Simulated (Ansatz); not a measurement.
# BaCu3N, from a guessed structure to a relaxed one, part 2 of 2

Starting from a made-up structure for BaCu3N, the aim is the relaxed cell, its shortest contacts and, where a second run follows, its electronic structure.

Ansatz 0.2.0; DFT, PBEsol, plane-wave PAW, files of the set soft_1, scalar-relativistic, ferromagnetic start, cell and ions relaxed at zero pressure; PAW set soft_1 (the session's first sound run).

So far: Set-up; Relaxing cell and atoms. The relaxed cell has a = 4.304 Å (conventional setting).

### 3. Bands of the relaxed cell

A second self-consistent run takes a narrower smearing and the mesh shown in its input; the bands follow along the standard path of the relaxed lattice.

This step: DFT, PBEsol, plane-wave PAW, files of the set soft_1, scalar-relativistic, no spin, bands and density of states at the relaxed cell; PAW set soft_1 (Ansatz 0.2.0).

Input file input.yaml:

```yaml
crystal:
  lattice:
    - [4.3035970161, 0.0, 0.0]
    - [0.0, 4.3035970161, 0.0]
    - [0.0, 0.0, 4.3035970161]
  atoms:
    - { symbol: Ba, position: [0.0, 0.0, 0.0] }
    - { symbol: Cu, position: [0.5, 0.0, 0.5] }
    - { symbol: Cu, position: [0.5, 0.5, 0.0] }
    - { symbol: Cu, position: [0.0, 0.5, 0.5] }
    - { symbol: "N", position: [0.5, 0.5, 0.5] }
kpoints:
  mp_grid: { grid: [8, 8, 8] }
  band_path:
    path:
      - [[0.0, 0.0, 0.0], [0.0, 0.5, 0.0], [0.5, 0.5, 0.0], [0.0, 0.0, 0.0], [0.5, 0.5, 0.5], [0.0, 0.5, 0.0]]
      - [[0.5, 0.5, 0.0], [0.5, 0.5, 0.5]]
    npoints: 13
scf:
  occupations: { method: fermi_dirac, width: 0.03 }
  n_extra_bands: 9
hamiltonian:
  xc: pbesol
  pseudopotentials: { kind: paw, azcp: { folder: soft_1 }, xc_functional: pbe }
output:
  forces: true
  stress: true
  write_bands: true
  dos: { projected: true }
  write_density: true
  write_potential: true
  elf: true
  volumetric_format: npy
```

On the command line:

```sh
$ ansatz run input.yaml --threads 4 --pin off --max-ram 8192MiB --backend cpu --events-out ev --progress --plain --runs-dir out
```

Numbers of over 12 decimals in the logs are rounded to 6 here.

The program printed:

```text
[...]
Crystal: 5 atoms, lattice volume = 79.707 Å³
Basis set: ecut = 420 eV, 1551 PW (Γ), exchange–correlation on 60×60×60 points (8 copies of the dense FFT grid, shifted against one another)
Bands: 45, of which v1, the nominal top of the filled ones, is band 36 counted from 1 (35 counted from 0)
Symmetry: 48 space group operations
[...]
k-points: 35 of 512
[...]
SCF iter   1: F=—  HF=-26017.916061 eV  |F-HF|=—  |Δ(HF+E_count)|=         —  Δρ=4.45e-1  dr2=1.34e2  ethr=3.10e-3  ⟨swp⟩=8.9  Hψ=7550  notcnv=0
[...]
SCF iter  10: F=-26004.984657 eV  HF=-26004.984657 eV  |F-HF|=2.07e-9  |Δ(HF+E_count)|=   7.17e-9  Δρ=3.81e-6  dr2=1.23e-8  ethr=1.39e-10  ⟨swp⟩=16.0  Hψ=10971  notcnv=0
SCF 1 converged in 10 iterations: F = -26004.984657 eV  dr2 = 1.23e-8
[...]
NSCF: frozen V_eff on 80 k-points
SCF converged after 10 iterations
Free energy (F): -26004.984657 eV
[...]
Internal energy: -26004.979034 eV  (E = F + TS)
E sigma→0 (E₀):  -26004.981846 eV
Entropy (-TS):   -0.005623 eV (-1.125 meV/atom)
Fermi energy:    13.285775 eV
[...]
--- Stress (GPa, compression-positive) ---
        0.598674      -0.000000       0.000000
       -0.000000       0.598674      -0.000000
        0.000000       0.000000       0.598674
  P = ⅓ Tr σ = 0.5987 GPa (5.987 kbar)
--- Band table (eV; the first three rows and the last of 35) ---
  k-point 0: bands = [... 32 lower, 10.6577, 10.6577, 10.6577, 12.0803, 13.2639, 13.2639, 18.0973, 18.0973, ... 5 higher]
  k-point 1: bands = [... 32 lower, 10.6578, 10.7095, 10.7095, 12.2842, 13.3019, 13.5394, 17.0098, 17.0098, ... 5 higher]
  k-point 2: bands = [... 32 lower, 10.6579, 10.8481, 10.8481, 12.6443, 13.4228, 14.2836, 16.0639, 16.0639, ... 5 higher]
  k-point 34: bands = [... 32 lower, 11.3654, 11.3654, 11.3654, 14.8726, 14.8726, 14.8726, 15.8684, 15.8684, ... 5 higher]
```

Elapsed: 3.5 s, on 4 threads of Intel Xeon Platinum 8488C (Sapphire Rapids), shared host; peak memory 0.64 GiB.

This step gave:

```
free energy             : -26004.9847 eV
energy at zero smearing : -26004.9818 eV
smearing term TS        : 0.005623 eV
Fermi energy            : 13.29 eV
pressure                : 0.5987 GPa
```

From bands.tsv, the bands that come nearest the Fermi level along the path, at its corners, in eV from the Fermi level:

```
point  band 33  band 34  band 35  band 36  band 37  band 38  band 39  band 40
    Γ    -2.63    -2.63    -2.63    -1.21    -0.02    -0.02     4.81     4.81
    X    -2.63    -2.23    -2.23    -0.07     0.49     1.81     1.81     1.97
    M    -2.02    -2.02    -1.70    -1.68    -1.14     1.45     1.45     3.46
    Γ    -2.63    -2.63    -2.63    -1.21    -0.02    -0.02     4.81     4.81
    R    -1.92    -1.92    -1.92     1.59     1.59     1.59     2.58     2.58
    X    -2.63    -2.23    -2.23    -0.07     0.49     1.81     1.81     1.97
    M    -2.02    -2.02    -1.70    -1.68    -1.14     1.45     1.45     3.46
    R    -1.92    -1.92    -1.92     1.59     1.59     1.59     2.58     2.58
```

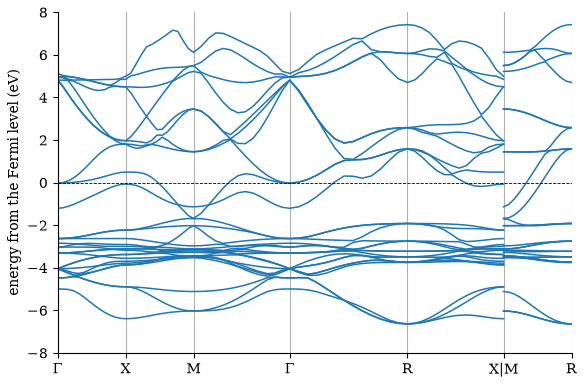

Bands along the path. 17 bands lie wholly below the window drawn.

Counts of states for the cell as run, both spins, by energy window (eV from the Fermi level): Near the top, bands beyond those computed are missing, so counts there can be too low.

| from | to | total |
| --- | --- | --- |
| -8 | -7 | 0.00 |
| -7 | -6 | 1.83 |
| -6 | -5 | 3.28 |
| -5 | -4 | 1.85 |
| -4 | -3 | 20.26 |
| -3 | -2 | 7.84 |
| -2 | -1 | 1.00 |
| -1 | 0 | 1.92 |
| 0 | 1 | 2.18 |
| 1 | 2 | 3.69 |
| 2 | 3 | 3.64 |
| 3 | 4 | 1.09 |

A further 34.0 states lie below the table's range.

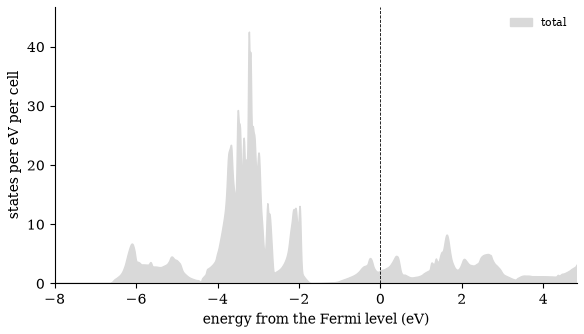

Total density of states, smoothed over about 0.04 eV.

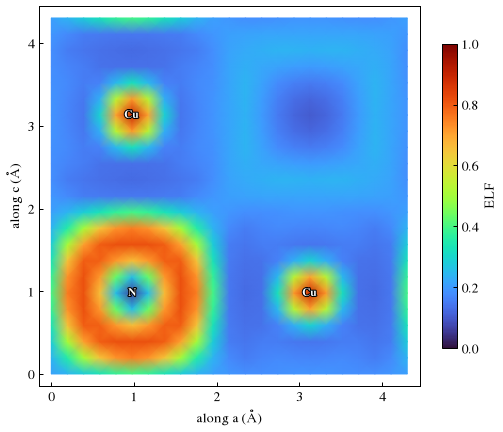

ELF in the ac plane at fractional y = 0.500, with atoms of Cu and N within 0.2 Å of it. It is the smooth field of the valence electrons, not physical close to the nuclei. The map starts off the cell's origin, so that atoms lie inside it.

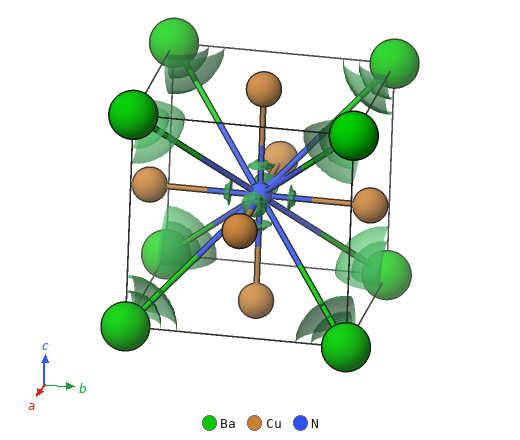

Surface of ELF = 0.81.

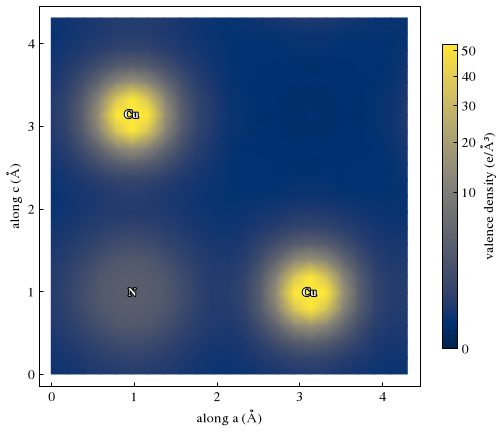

Valence density in the ac plane at fractional y = 0.500, with atoms of Cu and N within 0.2 Å of it. It is the smooth field of the valence electrons, not physical close to the nuclei. The map starts off the cell's origin, so that atoms lie inside it. The colour scale is stretched toward low values.

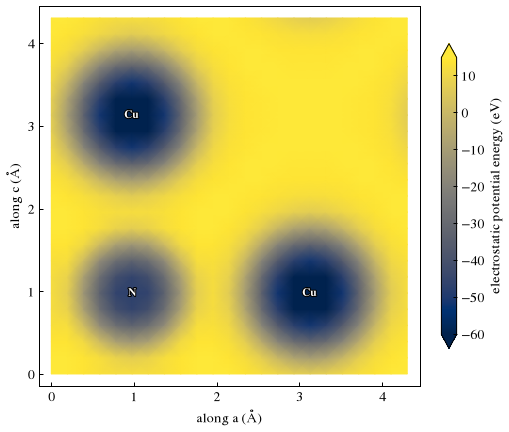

Electrostatic potential energy in the ac plane at fractional y = 0.500, with atoms of Cu and N within 0.2 Å of it. With pseudopotentials it is smooth inside the atoms' cores, unlike the true potential. The map starts off the cell's origin, so that atoms lie inside it.

### 4. What came out

```yaml
space_group_relaxed: Pm-3m
conventional_cell: a = 4.304, b = 4.304, c = 4.304 Å; α = 90.0°, β = 90.0°, γ = 90.0°
volume_per_atom: 15.94 Å³ (guess 19.40)
total_moment: 0.00 μB in the cell of 5 atoms
```

In words: BaCu3N relaxes to Pm-3m with a = 4.304, b = 4.304 and c = 4.304 Å. The guessed volume was 22 % too large. The space group Pm-3m was held in the relaxation, so the end point is a stationary structure within it and may be a saddle against distortions or other arrangements. The moments died out from this one start and weren't seeded again at the relaxed cell. Bands cross the Fermi level, so it is a metal or semimetal at this level. On the 8×8×8 mesh with the narrower smearing (relaxed on 6×6×6) the forces vanish, as symmetry may demand, and the largest stress component is 0.599 GPa, against the relaxation's thresholds of 0.015 eV/Å and 0.05 GPa. The cutoff wasn't tested. Spin-orbit coupling is left out, which can matter for elements this heavy. No dispersion term is used, so weakly bound directions may come out too long. Nothing here tests whether the compound is stable against decomposition.

[Logs are printed without paths, hosts, clocks, repeated set-up lines and the standing remarks that a program may print on its own settings, such as how far it seeks lower states.]

[Hosts, paths, dates, database ids (printed as entryN), source tags and the programs' standing remarks are cut or masked in the printed files.]
